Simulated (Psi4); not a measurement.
# MP2/def2-TZVPD (density fitting, density fitting for correlation, sweep point 4) run of CH5Al (SMILES [CH3][AlH2])

Aim: the energy change on altering one bond length of CH5Al at MP2/def2-TZVPD (density fitting, density fitting for correlation, sweep point 4), from 2 runs. 

The results are computed with Psi4 1.11.

**1. The structure to begin with**

CH5Al: 7 atoms, total charge 0, spin state singlet. SMILES: `[CH3][AlH2]`. Geometry: relaxed at PBE0-D4/def2-TZVP.

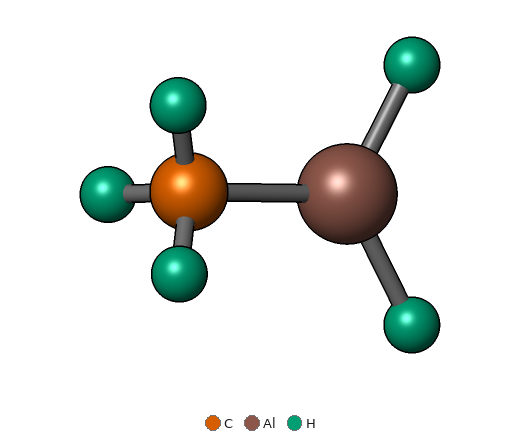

Viewed from a chosen angle; carbon orange, aluminium brown, hydrogen teal.

**2. The energy at MP2/def2-TZVPD (density fitting, density fitting for correlation, sweep point 4)**

Input file ch5al.dat:

```
memory 1600 mb

molecule mol {
  0 1
  C     -0.448500    -0.695600    -0.355500
  Al     0.562900     0.778300     0.424700
  H     -1.063100    -1.219600     0.380800
  H     -1.134400    -0.306400    -1.118200
  H      0.193400    -1.425500    -0.855600
  H      0.016000     1.549300     1.703400
  H      1.934800     1.251600    -0.225400
  symmetry c1
}

set puream true
set scf_type df
set num_frozen_docc 6

energy('mp2/def2-TZVPD')
```

Run with:

```sh
$ psi4 -i ch5al.dat -o ch5al.out -n 1
```

ch5al.out:

```text
[...]
  Running in c1 symmetry.
[...]
  Nuclear repulsion =   50.618451726653156
[...]
  Multiplicity = 1
[...]
  Nalpha       = 12
  Nbeta        = 12
[...]
    Number of basis functions: 125
[...]
   @DF-RHF iter   1:  -282.61338171881260   -7.33592e-01   3.27663e-03 DIIS/ADIIS
[...]
   @DF-RHF iter  10:  -282.70377468625617   -1.68257e-11   4.65600e-09 DIIS
[...]
    Orbital Energies [Eh]
    ---------------------
    Doubly Occupied:
       1A    -58.458418     2A    -11.192664     3A     -4.875490
       4A     -3.190938     5A     -3.188209     6A     -3.187993
       7A     -0.920948     8A     -0.548067     9A     -0.544901
      10A     -0.539802    11A     -0.419838    12A     -0.409942
[...]
  @DF-RHF Final Energy:  -282.70377468625617
   => Energetics <=
    Nuclear Repulsion Energy =             50.6184517266531557
    One-Electron Energy =                -491.6900343341989128
    Two-Electron Energy =                 158.3678079212895966
    Total Energy =                       -282.7037746862561107
[...]
 Multipole Moments:
 ------------------------------------------------------------------------------------
     Multipole            Electronic (a.u.)      Nuclear  (a.u.)        Total (a.u.)
 ------------------------------------------------------------------------------------
 L = 1.  Multiply by 2.5417464519 to convert [e a0] to [Debye]
 Dipole X            :          1.2743902           -1.4049734           -0.1305832
 Dipole Y            :          1.7249321           -1.9307177           -0.2057857
 Dipole Z            :          1.0082168           -1.1061640           -0.0979472
 Magnitude           :                                                    0.2626659
[...]
```

It took 3.6 s on 1 thread of Intel Xeon Platinum 8259CL at 2.50GHz (Skylake/Cascade Lake), shared host; peak memory 0.24 GiB.

**3. The distorted shape, same level**

Input file calc.in:

```
memory 1600 mb

molecule system {
  C     -0.311339    -0.773429    -0.202981
  Al     0.700061     0.700471     0.577219
  H     -0.925939    -1.297429     0.533319
  H     -1.134400    -0.306400    -1.118200
  H      0.330561    -1.503329    -0.703081
  H      0.153161     1.471471     1.855919
  H      2.071961     1.173771    -0.072881
  symmetry c1
}

set puream true
set scf_type df
set num_frozen_docc 6

result, w = energy("mp2/def2-TZVPD", return_wfn=True)
print_variables()
```

Run with:

```sh
$ psi4 calc.in calc.out -n 1
```

calc.out:

```text
[...]
  Running in c1 symmetry.
[...]
  Nuclear repulsion =   49.912739190483535
[...]
  Multiplicity = 1
[...]
  Nalpha       = 12
  Nbeta        = 12
[...]
    Number of basis functions: 125
[...]
   @DF-RHF iter   1:  -282.59198681337193   -8.12356e-01   3.16019e-03 ADIIS/DIIS
[...]
   @DF-RHF iter  10:  -282.68226013601435   -3.85398e-11   5.89221e-09 DIIS
[...]
    Orbital Energies [Eh]
    ---------------------
    Doubly Occupied:
       1A    -58.460327     2A    -11.217802     3A     -4.877254
       4A     -3.192732     5A     -3.190000     6A     -3.189795
       7A     -0.903604     8A     -0.550207     9A     -0.549933
      10A     -0.499037    11A     -0.420918    12A     -0.410943
[...]
  @DF-RHF Final Energy:  -282.68226013601435
   => Energetics <=
    Nuclear Repulsion Energy =             49.9127391904835349
    One-Electron Energy =                -490.2648929191916523
    Two-Electron Energy =                 157.6698935926937395
    Total Energy =                       -282.6822601360144063
[...]
 Multipole Moments:
 ------------------------------------------------------------------------------------
     Multipole            Electronic (a.u.)      Nuclear  (a.u.)        Total (a.u.)
 ------------------------------------------------------------------------------------
 L = 1.  Multiply by 2.5417464519 to convert [e a0] to [Debye]
 Dipole X            :          1.4498107           -1.5217507           -0.0719400
 Dipole Y            :          1.6281185           -1.8644550           -0.2363365
 Dipole Z            :          1.2028390           -1.2360169           -0.0331779
 Magnitude           :                                                    0.2492611
[...]
```

Run time: 3.3 s. Hardware: 1 thread of Intel Xeon Platinum 8259CL at 2.50GHz (Skylake/Cascade Lake), shared host; peak memory 0.24 GiB.

**4. Summary of results**

At MP2/def2-TZVPD (density fitting, density fitting for correlation, sweep point 4), 6 core orbitals frozen:

| quantity | value |
| --- | --- |
| first shape: total energy | -282.96148 Eh |
| first shape: HOMO energy (Hartree–Fock orbitals) | -11.16 eV |
| first shape: LUMO energy (Hartree–Fock orbitals) | 1.26 eV |
| first shape: HOMO–LUMO gap (Hartree–Fock orbitals) | 12.41 eV |
| first shape: correlation energy (6 core orbitals frozen) | -257.7 mEh |
| distorted shape: total energy | -282.94170 Eh |
| distorted shape: HOMO energy (Hartree–Fock orbitals) | -11.18 eV |
| distorted shape: LUMO energy (Hartree–Fock orbitals) | 1.19 eV |
| distorted shape: HOMO–LUMO gap (Hartree–Fock orbitals) | 12.38 eV |
| distorted shape: correlation energy (6 core orbitals frozen) | -259.4 mEh |
| energy change with the C1–H4 bond stretched from 1.097 to 1.316 Å | 0.538 eV |

**Reading.** With the C1–H4 bond stretched from 1.097 to 1.316 Å the energy rises by 0.54 eV (12.4 kcal/mol). The first shape isn't relaxed at this level, so the change isn't measured from a minimum.
